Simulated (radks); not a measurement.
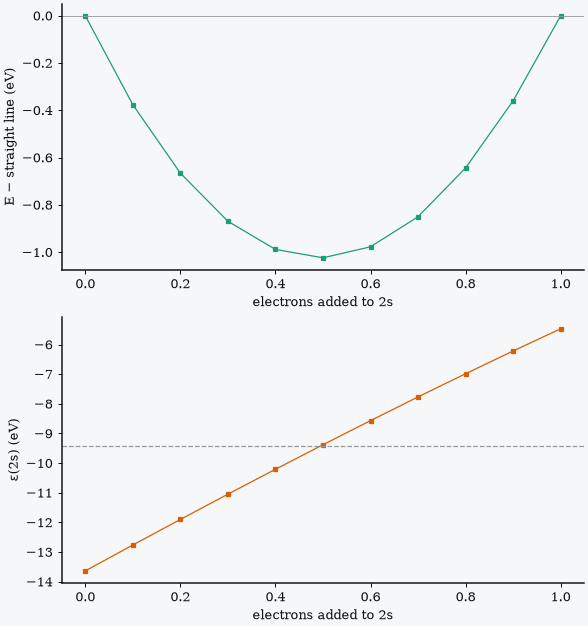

The occupation of the 2s shell is varied from Be⁺ ([He] 2s1) to Be ([He] 2s2), with spherical fractional occupations. The plot shows the total energy less the straight line between the end points, and the eigenvalue of 2s (the dashed line is minus the energy to take the whole electron out). The values are computed.

**Was this Hartree-Fock or a semilocal functional, and how does the plot tell?**

It was a semilocal functional (LDA, GGA or meta-GGA): non-relativistic Kohn-Sham, BLYP, spin-unpolarised, spherical densities, point nucleus, computed with the in-house radial solver radks. The curve is convex (below the straight line), with the largest deviation among the points computed, −1.02 eV, at 0.5. The end points differ by 9.44 eV, the energy to take the electron out. The eigenvalue, which is the slope of the energy (Janak's theorem), moves from −13.6 eV at 0 to −5.47 eV at 1; for a straight line it would stay constant, and a parabola would sag by an eighth of this change, scaled to a whole electron, 1.02 eV. Convexity is the delocalisation error: fractional charges are too low in energy. For an s shell Hartree-Fock would as a rule bend the other way.
